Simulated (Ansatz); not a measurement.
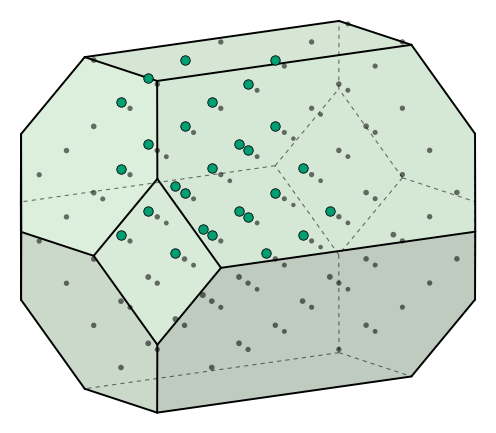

The Γ-centred 5×5×5 k-point mesh of a calculation on Yb2Co2SiC (DFT, PAW plane waves, pbe (Ansatz 0.2.0)), folded into the first Brillouin zone of the 6-atom cell that was run; each point of the zone's surface is drawn once. One point of each star is marked in colour. Space group Immm. The structure was generated and need not be a known form of this composition.

```
CELL_PARAMETERS angstrom
-1.92202 2.94439 4.30159
3.84404 0.00000 0.00000
1.92202 2.94439 -4.30159
ATOMIC_POSITIONS crystal
Yb 0.30941 0.80941 0.69059
Yb 0.69059 0.19059 0.30941
Co 0.79490 0.50000 0.79490
Co 0.20510 0.50000 0.20510
Si 0.00000 0.00000 0.00000
C 0.50000 0.50000 0.50000
```

> To how many irreducible points do the crystal's point group and time reversal reduce the mesh (magnetic order left aside)?

27 of 125.

> List one member of each star with its weight, in the reciprocal vectors of this cell.

| k₁ | k₂ | k₃ | weight |
| --- | --- | --- | --- |
| 0 | 0 | 0 | 1 |
| 1/5 | 0 | 0 | 4 |
| 1/5 | 0 | −1/5 | 2 |
| 0 | 1/5 | 0 | 4 |
| 0 | 1/5 | 1/5 | 4 |
| 1/5 | 0 | 1/5 | 2 |
| 2/5 | 0 | −1/5 | 4 |
| 1/5 | 1/5 | 0 | 8 |
| 2/5 | 0 | 0 | 4 |
| 1/5 | 1/5 | −1/5 | 4 |
| 1/5 | 1/5 | 1/5 | 8 |
| 2/5 | 0 | −2/5 | 2 |
| −1/5 | 2/5 | 1/5 | 2 |
| 2/5 | 0 | 1/5 | 4 |
| 2/5 | 1/5 | 0 | 8 |
| 2/5 | 1/5 | −1/5 | 8 |
| 0 | 2/5 | 1/5 | 8 |
| 0 | 2/5 | 0 | 4 |
| 1/5 | 1/5 | 2/5 | 4 |
| 3/5 | 0 | −2/5 | 2 |
| 0 | 2/5 | 2/5 | 4 |
| 2/5 | 1/5 | −2/5 | 2 |
| 1/5 | 2/5 | 0 | 8 |
| 1/5 | 2/5 | 1/5 | 8 |
| 1/5 | 2/5 | −1/5 | 4 |
| 1/5 | 2/5 | 2/5 | 8 |
| 2/5 | 2/5 | −1/5 | 4 |

> How fine is the mesh?

Spacing |bᵢ|/nᵢ = 0.259, 0.358, 0.259 1/Å (2π included).
